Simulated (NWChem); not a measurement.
# CHCl2F (dichlorofluoromethane): levels of theory compared

We compute a comparison of 6 runs (HF/3-21G, HF/def2-SVP, BP86/6-31G*, PBE0/def2-SVP, wB97X/def2-SVP, MP2/6-31G**) of CHCl2F (dichlorofluoromethane). 

Program for the calculation: NWChem 7.3.0.

## 1. The system as given

CHCl2F has 5 atoms, charge 0, and is taken as a singlet. SMILES: `FC(Cl)Cl`. The coordinates come from a PBE0-D4/def2-TZVP relaxation.

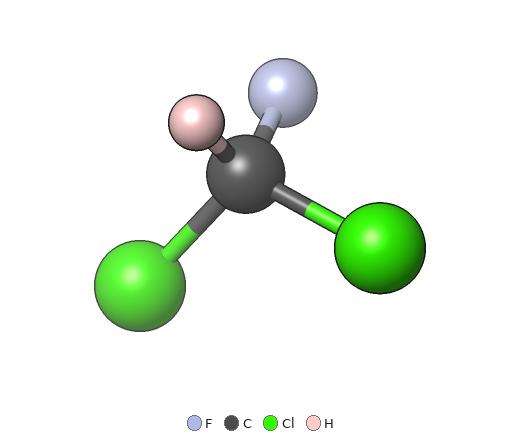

Viewed from a chosen angle; fluorine light blue, carbon dark grey, chlorine green, hydrogen pink.

## 2. Energy and gradient at HF/3-21G (run 1)

The input, job.nw:

```
START job
memory 2200 mb
charge 0

GEOMETRY units au noautosym nocenter noautoz
  F  -1.11607225  0.25038871  2.32511902
  C   0.01209425  0.18783878  0.05801459
  Cl  2.75881117 -1.67580913  0.23980625
  Cl -2.11724915 -0.99248416 -2.20549936
  H   0.55671332  2.09079298 -0.49605311
END

BASIS spherical bse
  * library 3-21G
END

SCF
  thresh 1e-08
  maxiter 80
END

TASK scf gradient
```

Run with:

```console
nwchem job.nw > job.out
```

The log of the run:

```text
[...]
  functions       =    46
[...]
  wavefunction    = RHF
[...]
         Total SCF energy =  -1051.684976768909
      One-electron energy =  -1876.752296086650
      Two-electron energy =    613.113058703203
 Nuclear repulsion energy =    211.954260614538
        Time for solution =      0.8s
[...]
                         RHF ENERGY GRADIENTS
    atom               coordinates                        gradient
                 x          y          z           x          y          z
   1 F      -1.116072   0.250389   2.325119    0.011370   0.001826  -0.022160
   2 C       0.012094   0.187839   0.058015   -0.007816  -0.051484   0.001194
   3 Cl      2.758811  -1.675809   0.239806   -0.032783   0.021935  -0.003218
   4 Cl     -2.117249  -0.992484  -2.205499    0.026169   0.013667   0.026345
   5 H       0.556713   2.090793  -0.496053    0.003060   0.014057  -0.002161
[...]
```

Wall time 1.7 s (1 thread of AMD EPYC 9R14 (Zen 4), shared host); peak memory 0.1 GiB.

## 3. Energy and gradient at HF/def2-SVP (run 2)

The input, run.py:

```python
from ase import Atoms
from ase.calculators.nwchem import NWChem

system = Atoms(['F', 'C', 'Cl', 'Cl', 'H'], positions=[
    [-0.590600, 0.132500, 1.230400],
    [0.006400, 0.099400, 0.030700],
    [1.459900, -0.886800, 0.126900],
    [-1.120400, -0.525200, -1.167100],
    [0.294600, 1.106400, -0.262500],
])

calc = NWChem(
    label='mol',
    theory='scf',
    memory='2200 mb',
    basis='def2-SVP',
    basispar='spherical bse',
    scf={'nopen': '0', 'rhf': None, 'thresh': '1e-08', 'maxiter': '80'},
)
system.calc = calc

forces = system.get_forces()
e = system.get_potential_energy()
print(f"E = {e:.6f} eV")
print("forces (eV/A):")
for s, f in zip(system.symbols, forces):
    print(f"{s:2s} {f[0]:10.5f} {f[1]:10.5f} {f[2]:10.5f}")
print("dipole (e A):", system.get_dipole_moment().round(4))
```

Run with:

```console
export ASE_NWCHEM_COMMAND="nwchem PREFIX.nwi > PREFIX.nwo"
python run.py
```

The log of the run:

```text
E = -28747.824794 eV
forces (eV/A):
F     0.40526   -0.01250   -0.81170
C    -0.25516    0.13987    0.54816
Cl   -0.04618    0.04237    0.05574
Cl   -0.00797    0.03728    0.07492
H    -0.09590   -0.20708    0.13282
dipole (e A): [ 0.1112  0.2689 -0.1466]
```

The calculator wrote mol.nwi:

```
title "mol"

permanent_dir mol

scratch_dir mol

start mol

geometry units angstrom nocenter noautosym noautoz
  F  -5.9060000000000001e-01 1.3250000000000001e-01 1.2303999999999999e+00
  C  6.4000000000000003e-03 9.9400000000000002e-02 3.0700000000000002e-02
  Cl 1.4599000000000000e+00 -8.8680000000000003e-01 1.2690000000000001e-01
  Cl -1.1204000000000001e+00 -5.2520000000000000e-01 -1.1671000000000000e+00
  H  2.9459999999999997e-01 1.1064000000000001e+00 -2.6250000000000001e-01
end

memory 2200 mb

basis spherical bse noprint
   * library def2-SVP
end

scf
  nopen 0
  rhf
  thresh 1e-08
  maxiter 80
end

task scf gradient
```

mol.nwo:

```text
Northwest Computational Chemistry Package (NWChem) 7.3.0
             --------------------------------------------------------

           Job information
           ---------------

    nwchem branch   = 7.3.0
    use scalapack   = T
    input           = mol.nwi
    prefix          = mol.
    data base       = mol/mol.db
    status          = startup
    nproc           =        1

           Memory information
           ------------------

    heap     =     72089598 doubles =      550.0 Mbytes
    stack    =     72089595 doubles =      550.0 Mbytes
    global   =    144179200 doubles =     1100.0 Mbytes (distinct from heap & stack)
    total    =    288358393 doubles =     2200.0 Mbytes
    verify   = yes
    hardfail = no

[... 129 lines left out ...]
 Convergence threshold     :          1.000E-08
[... 12 lines left out ...]
       Final RHF  results
[... 3 lines left out ...]
      One-electron energy =  -1882.580228310041
[... 1 line left out ...]
 Nuclear repulsion energy =    211.954275876699
[... 43 lines left out ...]
                       ROHF Final Molecular Orbital Analysis
[... 212 lines left out ...]
    atom               coordinates                        gradient
                 x          y          z           x          y          z
   1 F      -1.116072   0.250389   2.325119   -0.007881   0.000243   0.015785
   2 C       0.012094   0.187839   0.058015    0.004962  -0.002720  -0.010660
   3 Cl      2.758811  -1.675809   0.239806    0.000898  -0.000824  -0.001084
   4 Cl     -2.117249  -0.992484  -2.205499    0.000155  -0.000725  -0.001457
   5 H       0.556713   2.090793  -0.496053    0.001865   0.004027  -0.002583

                 ----------------------------------------
                 |  Time  |  1-e(secs)   |  2-e(secs)   |
                 ----------------------------------------
                 |  CPU   |       0.00   |       1.25   |
                 ----------------------------------------
                 |  WALL  |       0.00   |       1.25   |
                 ----------------------------------------

 Task  times  cpu:        4.6s     wall:        4.6s
 Total times  cpu:        4.6s     wall:        4.6s
```

Run time: 5.7 s. Hardware: 1 thread of AMD EPYC 9R14 (Zen 4), shared host; peak memory 0.1 GiB.

Run 3 isn't shown in full; the table further down has it.

## 4. Energy and gradient at PBE0/def2-SVP (run 4)

The input, chcl2f.xyz:

```xyz
5
CHCl2F
F     -0.590600     0.132500     1.230400
C      0.006400     0.099400     0.030700
Cl     1.459900    -0.886800     0.126900
Cl    -1.120400    -0.525200    -1.167100
H      0.294600     1.106400    -0.262500
```

The input, run.py:

```python
from ase.io import read
from ase.calculators.nwchem import NWChem

mol = read('chcl2f.xyz')

calc = NWChem(
    label='chcl2f',
    theory='dft',
    memory='2200 mb',
    basis='def2-SVP',
    basispar='spherical bse',
    dft={'xc': 'pbe0', 'mult': '1', 'grid': 'xfine', 'convergence': 'energy 1e-08', 'iterations': '100', 'mulliken': None},
)
mol.calc = calc

forces = mol.get_forces()
print("Total energy (eV):", round(mol.get_potential_energy(), 6))
print("forces (eV/A):")
for s, f in zip(mol.symbols, forces):
    print(f"{s:2s} {f[0]:10.5f} {f[1]:10.5f} {f[2]:10.5f}")
print("dipole (e A):", mol.get_dipole_moment().round(4))
```

Run with:

```console
export ASE_NWCHEM_COMMAND="nwchem PREFIX.nwi > PREFIX.nwo"
python run.py
```

The log of the run:

```text
Total energy (eV): -28792.303504
forces (eV/A):
F     0.09760    0.01651   -0.19016
C    -0.23958   -0.25320    0.40711
Cl    0.13395   -0.06459    0.00144
Cl   -0.09205   -0.03265   -0.11184
H     0.10002    0.33399   -0.10660
dipole (e A): [ 0.0862  0.2402 -0.1048]
```

The calculator wrote chcl2f.nwi:

```
title "chcl2f"

permanent_dir chcl2f

scratch_dir chcl2f

start chcl2f

geometry units angstrom nocenter noautosym noautoz
  F  -5.9060000000000001e-01 1.3250000000000001e-01 1.2303999999999999e+00
  C  6.4000000000000003e-03 9.9400000000000002e-02 3.0700000000000002e-02
  Cl 1.4599000000000000e+00 -8.8680000000000003e-01 1.2690000000000001e-01
  Cl -1.1204000000000001e+00 -5.2520000000000000e-01 -1.1671000000000000e+00
  H  2.9459999999999997e-01 1.1064000000000001e+00 -2.6250000000000001e-01
end

memory 2200 mb

basis spherical bse noprint
   * library def2-SVP
end

dft
  xc pbe0
  mult 1
  grid xfine
  convergence energy 1e-08
  iterations 100
  mulliken
end

task dft gradient
```

chcl2f.nwo:

```text
Northwest Computational Chemistry Package (NWChem) 7.3.0
             --------------------------------------------------------

           Job information
           ---------------

    nwchem branch   = 7.3.0
    use scalapack   = T
    input           = chcl2f.nwi
    prefix          = chcl2f.
    data base       = chcl2f/chcl2f.db
    status          = startup
    nproc           =        1

           Memory information
           ------------------

    heap     =     72089598 doubles =      550.0 Mbytes
    stack    =     72089595 doubles =      550.0 Mbytes
    global   =    144179200 doubles =     1100.0 Mbytes (distinct from heap & stack)
    total    =    288358393 doubles =     2200.0 Mbytes
    verify   = yes
    hardfail = no

[... 100 lines left out ...]
  convergence criterion.
[... 40 lines left out ...]
          Spatial weights used:  Erf1
[... 81 lines left out ...]
         Total DFT energy =    -1058.097646260417
[... 3 lines left out ...]
 Nuclear repulsion energy =      211.954275876699
[... 565 lines left out ...]
          Convergence on gradient requested:  5.00D-04
[... 27 lines left out ...]
          total energy or number of iterations.
[... 28 lines left out ...]
    atom               coordinates                        gradient
                 x          y          z           x          y          z
   1 F      -1.116072   0.250389   2.325119   -0.001898  -0.000321   0.003698
   2 C       0.012094   0.187839   0.058015    0.004659   0.004924  -0.007917
   3 Cl      2.758811  -1.675809   0.239806   -0.002605   0.001256  -0.000028
   4 Cl     -2.117249  -0.992484  -2.205499    0.001790   0.000635   0.002175
   5 H       0.556713   2.090793  -0.496053   -0.001945  -0.006495   0.002073

                 ----------------------------------------
                 |  Time  |  1-e(secs)   |  2-e(secs)   |
                 ----------------------------------------
                 |  CPU   |       0.00   |       1.19   |
                 ----------------------------------------
                 |  WALL  |       0.00   |       1.19   |
                 ----------------------------------------

 Task  times  cpu:        9.1s     wall:        9.1s
 Total times  cpu:        9.1s     wall:        9.1s
```

Run time: 10 s. Hardware: 1 thread of AMD EPYC 9R14 (Zen 4), shared host; peak memory 0.13 GiB.

Run 5 isn't shown in full; the table further down has it.

## 5. Energy and gradient at MP2/6-31G(d,p) (spherical functions) (run 6)

The input, sp.nw:

```
start sp
title "CHCl2F gradient"
memory stack 880 mb heap 220 mb global 1100 mb

geometry noautosym nocenter noautoz
  F     -0.590600     0.132500     1.230400
  C      0.006400     0.099400     0.030700
  Cl     1.459900    -0.886800     0.126900
  Cl    -1.120400    -0.525200    -1.167100
  H      0.294600     1.106400    -0.262500
end

basis spherical bse
  * library 6-31G**
end

scf
  thresh 1e-08
  maxiter 80
end

mp2
  freeze core 12
  tight
end

task mp2 gradient
```

Run with:

```console
nwchem sp.nw > sp.out
```

The log of the run:

```text
[...]
  functions       =    69
[...]
  wavefunction    = RHF
[...]
         Total SCF energy =  -1056.825768902233
      One-electron energy =  -1883.108864683481
      Two-electron energy =    614.328819904548
 Nuclear repulsion energy =    211.954275876699
        Time for solution =      8.1s
[...]
          Total MP2 energy         -1057.387523770014
[...]
                         mp2 ENERGY GRADIENTS
    atom               coordinates                        gradient
                 x          y          z           x          y          z
   1 F      -1.116072   0.250389   2.325119    0.006713  -0.000077  -0.013407
   2 C       0.012094   0.187839   0.058015   -0.007217  -0.002614   0.013657
   3 Cl      2.758811  -1.675809   0.239806   -0.002178   0.000998  -0.000954
   4 Cl     -2.117249  -0.992484  -2.205499    0.002218   0.000377   0.001250
   5 H       0.556713   2.090793  -0.496053    0.000464   0.001316  -0.000546
[...]
```

Wall time 21 s (1 thread of AMD EPYC 9R14 (Zen 4), shared host); peak memory 0.18 GiB.

## 6. Overview of the runs

```tsv
run	level	iteration cap	module	energy (Eh)	dipole moment (D)	HOMO energy (eV)	LUMO energy (eV)	wall time
1	HF/3-21G	80	scf	-1051.684977	1.86	-12.78	3.77	1.7 s
2	HF/def2-SVP	80	scf	-1056.463084	1.56	-12.45	4.48	5.7 s
3	BP86/6-31G* (spherical functions)	100	dft	-1058.972550	1.30	-7.66	-1.34	15 s
4	PBE0/def2-SVP	100	dft	-1058.097646	1.33	-8.96	0.39	10 s
5	wB97X/def2-SVP	100	dft	-1058.505938	1.36	-11.41	2.79	31 s
6	MP2/6-31G** (spherical functions)	80	mp2	-1057.387524	1.35	-12.56	3.93	21 s
```

## 7. Results

| quantity | value |
| --- | --- |
| run 6: total energy | -1057.38752 Eh |
| run 6: dipole moment (of the density that the program reports) | 1.35 D |
| run 6: HOMO energy (Hartree–Fock orbitals) | -12.56 eV |
| run 6: LUMO energy (Hartree–Fock orbitals) | 3.93 eV |
| run 6: HOMO–LUMO gap (Hartree–Fock orbitals) | 16.50 eV |
| run 6: correlation energy (12 core orbitals frozen) | -561.8 mEh |
| run 6: largest force on an atom | 0.806 eV/Å |

The dipole moment (its size) runs from 1.30 D (BP86/6-31G*) to 1.86 D (HF/3-21G). The two ends differ in method and basis. Over runs 1, 2, 3, 4, 5 the HOMO–LUMO gap runs from 6.32 eV (BP86/6-31G*) to 16.93 eV (HF/def2-SVP). Totals of different functionals can't be ranked against each other. All runs together took 84 s, the longest 31 s.
